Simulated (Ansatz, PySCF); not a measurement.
Stretching the N3–H4 bond in CdH3N (SMILES [NH2][CdH]) (multiplicity 1 held, fragments rigid). Energies count from the point at 1.013 Å.
Geometry at that point (charge 0, multiplicity 1):
| atom | x (Å) | y (Å) | z (Å) |
|---|---|---|---|
| Cd | -0.1932 | -0.0408 | -0.2275 |
| H | -1.2093 | -0.2364 | -1.5204 |
| N | 1.1617 | 0.2684 | 1.2504 |
| H | 1.4991 | -0.5755 | 1.6986 |
| H | 0.8497 | 0.8903 | 1.9872 |

R- and RO- levels are restricted; in cc, def2 and unpolarised 6-31G sets they are followed outwards from rest. Unrestricted levels (U-) break spin symmetry where that is lower. Active spaces are followed from a long bond inwards. Curves can end on different states.

Cores are frozen in the correlated methods. Rows in LANL2DZ carry no dispersion term and start afresh at each structure. LANL2DZ brings its own core potentials from Na on.

Codes used: Ansatz (Gaussian orbitals); PySCF for LANL2DZ rows.  In def2 rows elements past Kr take small-core potentials, without spin–orbit coupling.

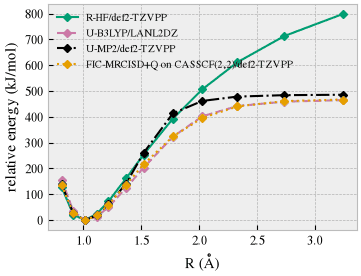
Fig. 1. Relative energy along the coordinate

Doubts at one or more of the structures used: a restricted determinant that unrestricted orbitals would lower (R-HF/def2-TZVPP); a spin-contaminated determinant (U-B3LYP/LANL2DZ, U-MP2/def2-TZVPP).

Ansatz is an electronic-structure program.
